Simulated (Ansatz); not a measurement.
B20 (FeSi-type) FeGe, treated with PBE (Ansatz, a quantum-chemistry and plane-wave program, plane waves, PAW).

Settings: plane-wave cutoff 520 eV, 12×12×12 k mesh, Fermi–Dirac smearing 0.05 eV, spin-polarised with parallel moments, scalar-relativistic PAW data made under PBE.

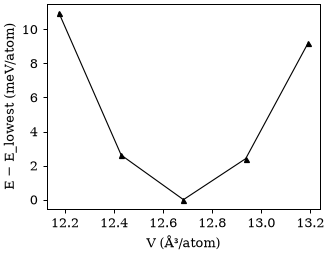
Total energy against volume

Task: From the curve, estimate the equilibrium volume and the bulk modulus.

Result: V0 ≈ 12.7 Å³/atom and B0 ≈ 160 GPa; the fit gives V0 = 12.682 Å³/atom, B0 = 158 GPa, B′ = 5.8.

Shape and atoms are relaxed at each volume.

Measured, for comparison: bulk modulus 147 ± 3 GPa (82 K, zero-point motion not removed; as tabulated in Wilhelm et al. (2007), arXiv:cond-mat/0703031); equilibrium volume per atom 12.97 Å³/atom (295 K, no zero-point or thermal correction; as tabulated in Wilhelm et al. (2007), arXiv:cond-mat/0703031). Computed (rounded) less measured: bulk modulus +7 %, equilibrium volume per atom -2.2 %.

Note: the collinear magnetic order is the start's and need not be the measured one; the bulk modulus comes from volumes at which shape and atoms were relaxed.

Computed values are for the static lattice.

The result took roughly 110 core-minutes.
